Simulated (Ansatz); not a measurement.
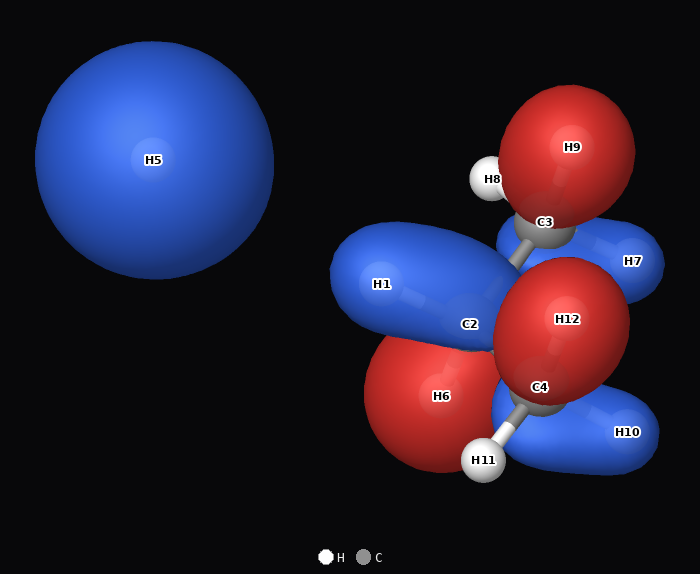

C₃H₈···H (doublet). The HOMO−1 (α) at ±0.1 Å⁻³ᐟ² (red and blue are the two phases), seen at an oblique angle.

All numbers below come from UKS PBE0/def2-SVP in Ansatz 0.2.0.

```yaml
atoms:
  - { symbol: H, position_ang: [-0.4590, -0.8634, 0.6845] }
  - { symbol: C, position_ang: [0.3294, -0.2687, 0.1912] }
  - { symbol: C, position_ang: [0.1838, -0.3877, -1.3185] }
  - { symbol: C, position_ang: [0.2687, 1.1668, 0.6915] }
  - { symbol: H, position_ang: [-2.7971, -2.3199, 1.9419] }
  - { symbol: H, position_ang: [1.2844, -0.7255, 0.5042] }
  - { symbol: H, position_ang: [0.9810, 0.1645, -1.8429] }
  - { symbol: H, position_ang: [0.2322, -1.4358, -1.6521] }
  - { symbol: H, position_ang: [-0.7792, 0.0254, -1.6607] }
  - { symbol: H, position_ang: [1.0693, 1.7805, 0.2467] }
  - { symbol: H, position_ang: [0.3774, 1.2228, 1.7857] }
  - { symbol: H, position_ang: [-0.6910, 1.6412, 0.4285] }
```

Q: Where does this orbital lie, and at what energy?

A: Its weight (Hirshfeld) is mainly on H5 (about 55 %), C2 (about 10 %) and H6 (about 10 %). Its energy is −9.15 eV.
